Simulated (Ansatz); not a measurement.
# Calculations on C₃H

## 1. Relaxation

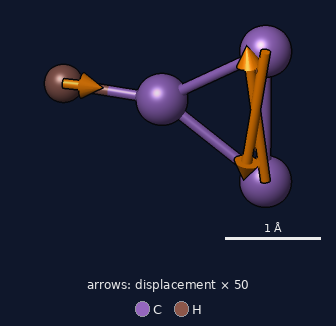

A relaxation of C3H (charge −1). The starting structure is drawn; orange arrows show the displacements, magnified 50 times. The two geometries are superimposed by the best rigid fit.

A ball-and-stick model, seen at a tilt.

Level of theory: RKS PBE0-D4/def2-TZVPD (Ansatz). Settings: force threshold 0.005 eV/Å; at most 200 steps.

**Atoms of which element are displaced furthest, and by how much?**

Carbon: up to 0.032 Å, against 0.009 Å for hydrogen.

**What happened in the run?**

After 4 geometry steps the energy has fallen by 1.41 kcal/mol. The largest force component goes from 1.8 to 0.00052 eV/Å. The largest moves after the best rigid fit, 0.032 Å, are those of C atoms. Largest moves by element: C 0.032 Å, H 0.009 Å. Among the contacts that change: C–C 1.541 → 1.478 Å, C–C 1.391 → 1.370 Å, C–H 1.099 → 1.090 Å.

## 2. Scan

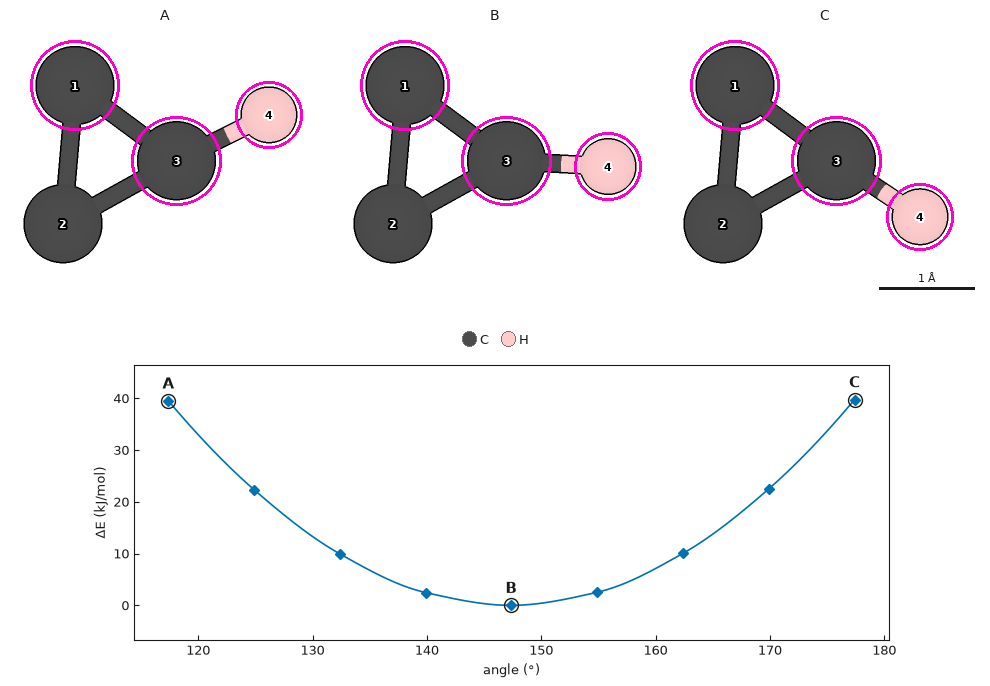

C3H (charge −1): the H4–C3–C1 angle is varied, with the rest of the molecule carried along rigidly. The lettered frames are marked on the plot. Style: ball-and-stick. Shown onto the plane of the angle. The ringed atoms are those of the scanned coordinate.

Level of theory: B3LYP-D4 (def2-TZVPPD, Ansatz), on geometries moved rigidly from the minimum at PBE0-D4/def2-TZVPD. Energies are counted from the PBE0-D4/def2-TZVPD minimum geometry at the same level.

What does the scan show?

Answer. The lowest computed point lies at the angle 147.4° (0.0 kJ/mol). At the ends of the scan the energy is 39.5 kJ/mol (117.4°) and 39.7 kJ/mol (177.4°). The curvature at the lowest point is about 3 eV/rad².

The computed points:

| angle (°) | ΔE (kJ/mol) |
| --- | --- |
| 117.4 | 39.5 |
| 124.9 | 22.3 |
| 132.4 | 9.9 |
| 139.9 | 2.5 |
| 147.4 | 0.0 |
| 154.9 | 2.5 |
| 162.4 | 10.1 |
| 169.9 | 22.5 |
| 177.4 | 39.7 |

## 3. Scan

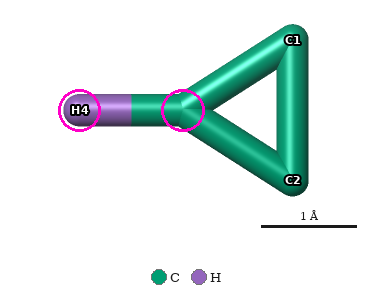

Energy scan for C$_{3}$H (charge −1), in which the C3–H4 distance is varied, with all other coordinates relaxed. The picture shows the minimum geometry. The ringed atoms are those of the scanned coordinate. A stick model, seen at a tilt.

Levels of theory: PBE-D4, CCSD(T), wB97M-V, r2SCAN-D4 (def2-TZVPPD, Ansatz), on geometries relaxed under the constraint at PBE0-D4/def2-TZVPD. Coupled cluster with a frozen core. Energies are counted from the PBE0-D4/def2-TZVPD minimum geometry at the same level.

Input
```yaml
crystal:
  periodic: [false, false, false]
  atoms:
    - {symbol: C, position_ang: [1.041663, -0.299601, 0.304031]}
    - {symbol: C, position_ang: [-0.225352, -0.287670, 1.064759]}
    - {symbol: C, position_ang: [-0.146178, 0.105168, -0.245116]}
    - {symbol: H, position_ang: [-0.670132, 0.482103, -1.123673]}
basis:
  gaussian: {orbitals: "def2-TZVPPD.json"}
total_charge: -1
hamiltonian: {xc: pbe, dispersion: d4}
```

Question: What energies does the calculation give (the distance: 0.981, 1.003, 1.035, 1.073, 1.090, 1.114, 1.159, 1.206, 1.256, 1.308 Å)?

Answer: Energies in kJ/mol.

| distance (Å) | PBE-D4 | CCSD(T) | wB97M-V | r2SCAN-D4 |
| --- | --- | --- | --- | --- |
| 0.981 | 25.9 | 22.4 | 21.7 | 23.4 |
| 1.003 | 16.3 | 13.5 | 12.9 | 14.3 |
| 1.035 | 6.7 | 4.9 | 4.6 | 5.5 |
| 1.073 | 0.9 | 0.3 | 0.3 | 0.5 |
| 1.090 | 0.0 | 0.0 | 0.0 | 0.0 |
| 1.114 | 0.2 | 1.0 | 1.1 | 0.7 |
| 1.159 | 4.4 | 6.8 | 7.2 | 5.9 |
| 1.206 | 13.0 | 17.2 | 17.9 | 15.5 |
| 1.256 | 25.4 | 31.6 | 32.6 | 29.0 |
| 1.308 | 40.7 | 49.0 | 50.5 | 45.5 |

With PBE-D4: the lowest computed point lies at the distance 1.090 Å (0.0 kJ/mol). The curvature at the lowest point is about 32 eV/Å² (5.1 mdyn/Å). The well is steeper on the short side, as for any bond. At 1.308 Å the levels give PBE-D4 40.7 kJ/mol, r2SCAN-D4 45.5 kJ/mol, CCSD(T) 49.0 kJ/mol, wB97M-V 50.5 kJ/mol. Closest to CCSD(T) there is wB97M-V.

The computed profile:

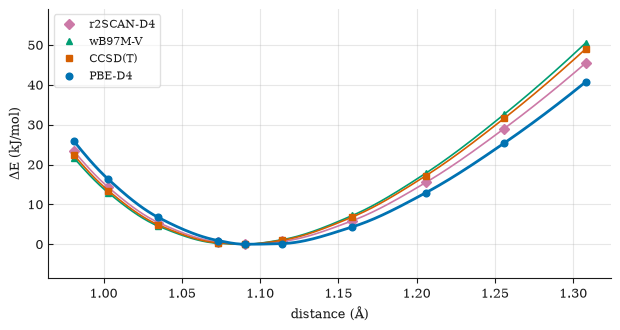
